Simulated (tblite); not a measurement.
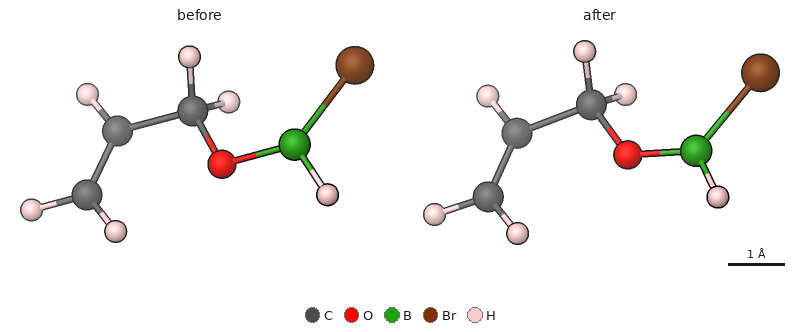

The structure of C3H6BBrO before (left) and after (right) a relaxation, at one scale.

Style: ball-and-stick. Shown at a tilt.

All numbers below come from GFN2-xTB geometry optimisation, gas phase in tblite. 

**Describe what moved and what it gained.**

The atom that moves furthest after the best rigid fit is the Br atom (0.26 Å). By element the largest moves are Br 0.26 Å, O 0.21 Å, B 0.19 Å, H 0.18 Å, C 0.14 Å. Near-neighbour distances that change, for instance: B–O 1.460 → 1.308 Å, B–Br 1.995 → 1.899 Å, C–O 1.375 → 1.415 Å, B–H 1.206 → 1.170 Å. Bond angles that change, for instance: C–O–B 113.1° → 127.0°, C–C–H 121.7° → 113.4°, C–C–C 118.5° → 124.9°. Over 45 geometry steps the energy falls by 19.5 kcal/mol. The run took 0.38 s on 1 thread of Arm Neoverse N1, on a shared host.
